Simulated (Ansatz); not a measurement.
```xyz
12

C     1.6720    0.2874   -1.1963
C     2.2164   -1.4290    0.8624
C     2.6247   -2.7306    1.4569
B     2.1142   -1.1121   -0.6357
H     1.4400    1.0460   -0.4317
H     2.4564    0.6931   -1.8629
H     0.7858    0.1686   -1.8482
H     2.3910   -1.9973   -1.4214
H     1.9737   -0.6485    1.6002
H     2.8596   -3.4885    0.6950
H     1.8322   -3.1333    2.1183
H     3.5087   -2.6094    2.1138
```

Geometry: B3LYP-D3(BJ)/def2-SVP.

Level of theory: isolated molecule in a Gaussian basis; Kohn-Sham density functional theory, functional PBE0 in Ansatz 0.2.0.

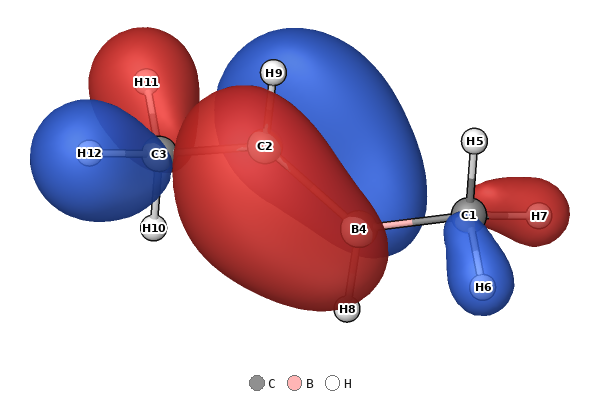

C₃H₈B (doublet). The HOMO (α) at ±0.1 Å⁻³ᐟ² (red and blue are the two phases), seen at a tilt.

Question: Where does this orbital lie, and at what energy?

Answer: It lies mainly on C2 (about 50 %), B4 (about 20 %) and C3 (about 10 %). Its energy is −6.84 eV.
